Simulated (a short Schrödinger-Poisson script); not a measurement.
System: symmetric double-gate stack, Al2O3 on p-type Si(100), at 300 K.

```tsv
layer	material	thickness (nm)	Na (cm⁻³)
1	Al2O3	2	-
2	Si	20	1e17
3	Al2O3	2	-
```

Constants are typed, rounded textbook-type inputs, not results; the design itself was drawn at random and stands for no fabricated device. Al2O3: permittivity 9, conduction-band edge (eV) 2.7, gap (eV) 6.8, electron mass (mₑ) 0.3. Si: permittivity 11.7, conduction-band edge (eV) 0, gap (eV) 1.124, Nv at 300 K (cm⁻³) 3.1e19.

Channel valleys (confinement mass, in-plane density-of-states mass, number): Δ2 0.916, 0.19, 2; Δ4 0.19, 0.417, 4. At the gates, both at one voltage, the conduction-band edge of layer 1 lies 3.32 eV − eVg above the Fermi level of the channel. Gaps are held at their typed values at every temperature. Mesh 0.03 nm at interfaces.

From a short Schrödinger-Poisson script (our own, NumPy): 1D Poisson equation in equilibrium, electrons quantum, Hartree (BenDaniel-Duke, 12 states a valley, the channel's in-plane mass for all, wave functions free to enter the dielectric), parabolic valleys, classical holes, full ionisation, no traps, pinning or gate leakage.

Only gate voltages with over 1e8 electrons/cm² are shown.

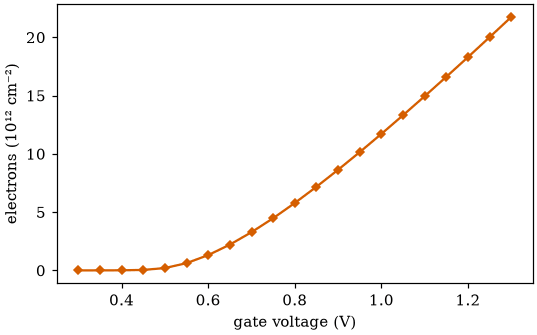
Fig. 1. Sheet density against gate voltage

| Vg (V) | electrons (cm⁻²) | C (μF/cm²) | Δ2 E0 (meV) | Δ2 E1 (meV) | Δ4 E0 (meV) | Δ4 E1 (meV) |
|---|---|---|---|---|---|---|
| 0.3 | 1.30e8 | < 0.003 | 331.5 | 333.4 | 335.3 | 347.9 |
| 0.4 | 6.12e9 | 0.0382 | 231.9 | 233.7 | 235.6 | 248.2 |
| 0.5 | 1.99e11 | 0.898 | 141.9 | 142.8 | 146.4 | 157.7 |
| 0.6 | 1.31e12 | 2.58 | 87.7 | 87.7 | 101.2 | 107.3 |
| 0.7 | 3.28e12 | 3.65 | 54.5 | 54.5 | 80.5 | 83.2 |
| 0.8 | 5.78e12 | 4.33 | 31.8 | 31.8 | 67.8 | 69.1 |
| 0.9 | 8.63e12 | 4.77 | 14.7 | 14.7 | 59.0 | 59.6 |
| 1 | 1.17e13 | 5.07 | 0.9 | 0.9 | 52.1 | 52.6 |
| 1.1 | 1.49e13 | 5.29 | -10.9 | -10.9 | 46.6 | 46.8 |
| 1.2 | 1.83e13 | 5.45 | -21.4 | -21.4 | 41.7 | 41.9 |
| 1.3 | 2.17e13 | 5.58 | -31.0 | -31.0 | 37.4 | 37.5 |

Subbands count from the Fermi level. The capacitance is that of both gates.
